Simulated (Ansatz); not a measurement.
BH5Si2

```xyz
8

B     0.1834   -0.6185    0.4970
Si    0.0202    1.2158   -0.2175
Si   -1.8078    0.1919   -0.9411
H    -0.9104   -0.5031   -1.9476
H     0.5491    2.1414    0.8199
H     0.4271   -0.5938    1.6683
H     1.2008    0.0317   -0.1401
H     0.0603   -1.6679   -0.0563
```

Geometry: PBE0-D4/def2-TZVP.

Computed with RKS PBE0-D4/def2-TZVPP (Ansatz).

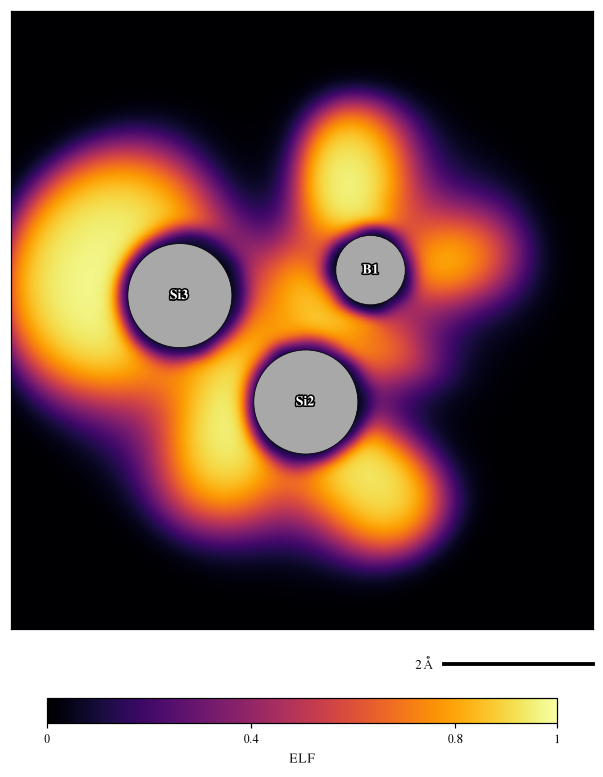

Figure 1. ELF on the plane of atoms B1, Si2 and Si3. Grey discs cover the atomic cores.

**What do the fields say about this system?**

The section cuts through B and Si sites.
Si–B (1.98 Å): the ELF peaks at about 0.80 between the atoms (a covalent bond).
Si–Si (2.22 Å): the ELF peaks at about 0.80 between the atoms (a shared electron pair).
The ELF also peaks beside Si3, away from the bonds: lone-pair regions.

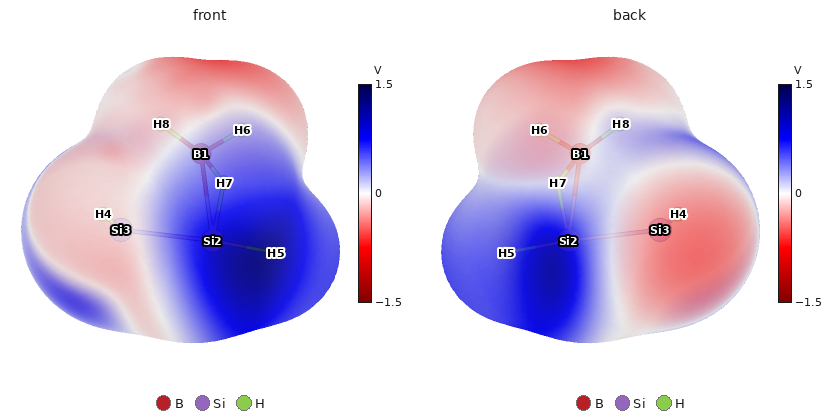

Figure 2. The molecular electrostatic potential painted on the density surface at 0.001 e/bohr³, seen from the front and from behind; red is negative and blue positive.

**Which sites attract a positive test charge, and which a negative one?**

A positive charge is drawn to the negative regions and a negative charge to the positive ones. The most negative region (about −0.5 V) lies over Si3, the most positive (about +1.3 V) over Si2.

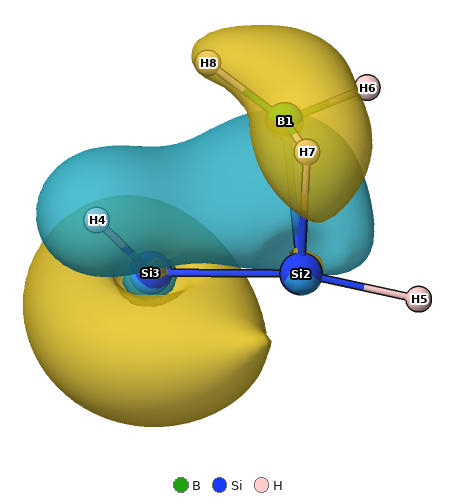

Figure 3. One frontier orbital at ±0.1 Å⁻³ᐟ² (yellow and cyan are the two phases), seen at a tilt.

**Which orbital is it: HOMO or LUMO?**

The HOMO, at −7.01 eV. By Hirshfeld shares it lies mainly on Si3 (about 55 %), B1 (about 15 %), Si2 (about 15 %) and H4 (about 10 %).

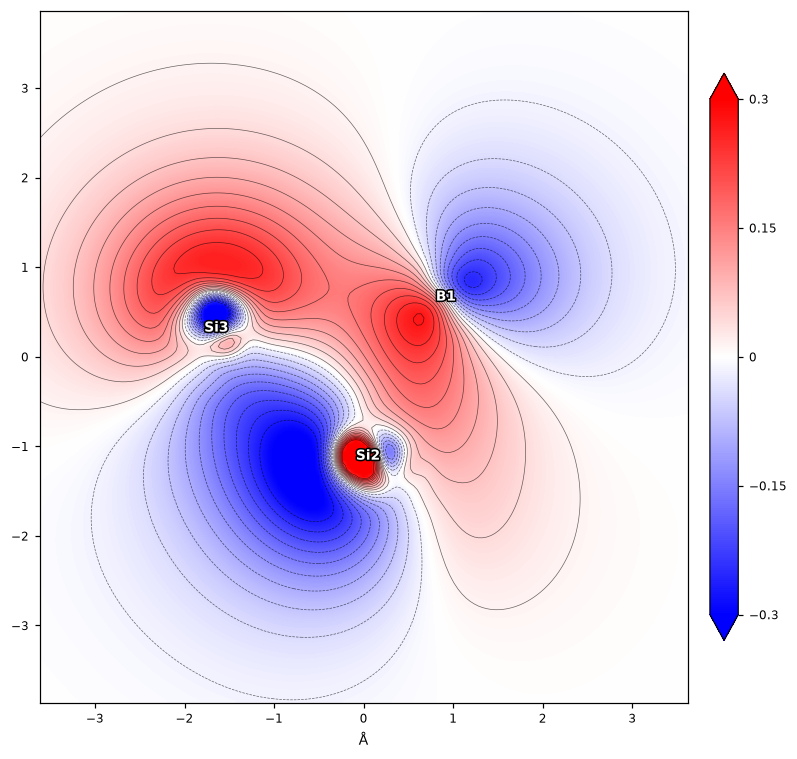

Figure 4. The HOMO−1 on the plane of atoms B1, Si2 and Si3 (values in Å⁻³ᐟ²; the overall sign is arbitrary).

**Describe this orbital and give its energy.**

Its weight (Hirshfeld) is mainly on Si2 (about 40 %), Si3 (about 35 %) and B1 (about 10 %). Its energy is −7.12 eV.
